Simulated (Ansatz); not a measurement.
MnSi (FeSi type, space group P2_13)

```xyz
8
Lattice="4.5566 0.0000 0.0000 0.0000 4.5566 0.0000 0.0000 0.0000 4.5566" Properties=species:S:1:pos:R:3 pbc="T T T"
Mn     0.6339     0.6339     0.6339
Mn     2.9122     1.6444     3.9227
Mn     3.9227     2.9122     1.6444
Mn     1.6444     3.9227     2.9122
Si     3.8515     3.8515     3.8515
Si     1.5732     2.9833     0.7050
Si     0.7050     1.5732     2.9833
Si     2.9833     0.7050     1.5732
```

Equation-of-state scan: isotropic scaling of the cell above, V₀ being its volume. The atoms relax within the cell's symmetry.

The numbers are results of r2SCAN (plane waves to 500 eV, PAW, scalar-relativistic; Ansatz, a quantum-chemistry and plane-wave program), not measurements. k mesh 10×10×10 (Γ-centred), Fermi-Dirac smearing 0.05 eV. E stands for the smeared free energy. MnSi was relaxed with its symmetry unable to fall. Relaxed MnSi ends ferromagnetic. The magnetic order is the one the run started from; other orders were not tried. ΔE is measured from the relaxed starting cell.

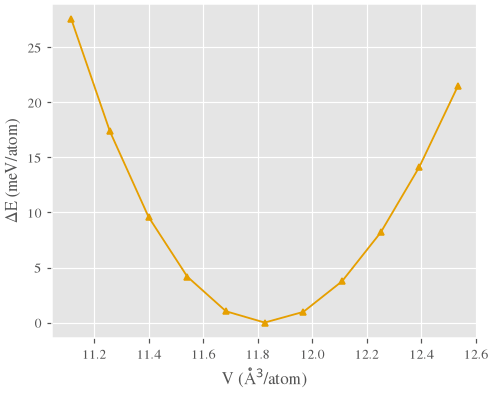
Figure. ΔE (meV/atom) against V (Å³/atom); one marker a computed point.

The pressure derivative B₀′ (fit) is 5.0, the bulk modulus B₀ (third-order Birch-Murnaghan fit) comes out as 183 GPa and the pressure at the smallest volume comes out as 12.9 GPa. The energy cost of the largest compression is 28 meV/atom and the equilibrium volume of the fit is 11.83 Å³/atom.

(A scan under strain: stresses follow from slopes of the energy per volume, elastic moduli from its curvatures.)
